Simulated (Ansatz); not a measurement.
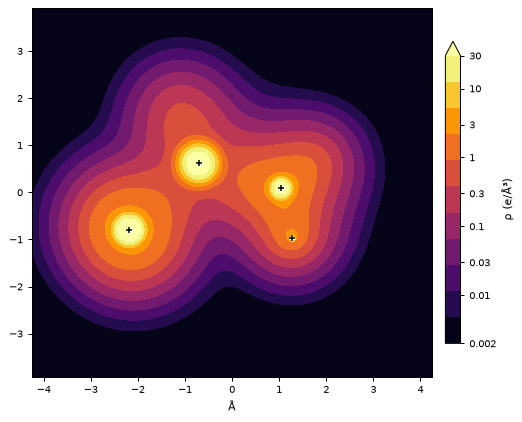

The electron density on a plane through atoms (crosses mark nuclei in the plane).

Level of theory: RKS PBE0-D4/def2-TZVPP (Ansatz 0.2.0).

Candidates:
A. ClF3OW (SMILES [O]=[W]([F])([F])([F])[Cl])
B. C2H5ClSi (SMILES Cl[SiH]1CC1)
C. C2H4SSi (SMILES S[SiH]1C=C1)

Which candidate gave the map?

Answer. Candidate B: C2H5ClSi on the plane of atoms Cl1, Si2 and C4, which holds Cl, Si, C and H. C–Si (1.83 Å): ρ is about 0.94 e/Å³ halfway. Si–Cl (2.04 Å): ρ is about 0.92 e/Å³ halfway.
